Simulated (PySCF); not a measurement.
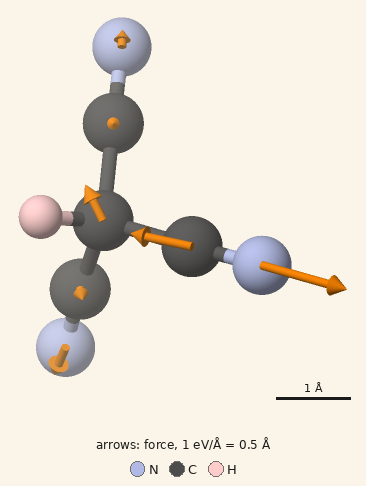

Starting geometry of C₄HN₃ with the computed forces as orange arrows. A ball-and-stick model, seen from a free direction.

The start comes from GFN2-xTB. Its atoms were then displaced at random by about 0.01 Å.

Method: PBE0-D3(BJ)/def2-SVP geometry optimisation, gas phase in PySCF 2.14.0, density-fitted response routines. 

Is this structure relaxed? If not, where do the atoms go?

Answer. It isn't relaxed: the largest force vector, on an N atom, is 2.78 eV/Å. The final displacements have little in common with the starting forces (cosine between the two patterns 0.28). The largest moves after the best rigid fit, 0.075 Å, are those of N atoms. By element the largest moves are N 0.075 Å, C 0.051 Å, H 0.046 Å. Some distances before and after: C–C 1.442 → 1.471 Å, C–N 1.134 → 1.154 Å. Bond angles that change, for instance: C–C–C 107.8° → 111.4°, C–C–H 110.6° → 107.4°, C–C–N 176.0° → 178.8°. After 5 geometry steps the energy has fallen by 0.092 eV. The run took 17 s on 1 thread of AMD EPYC 7B13 (shared host).
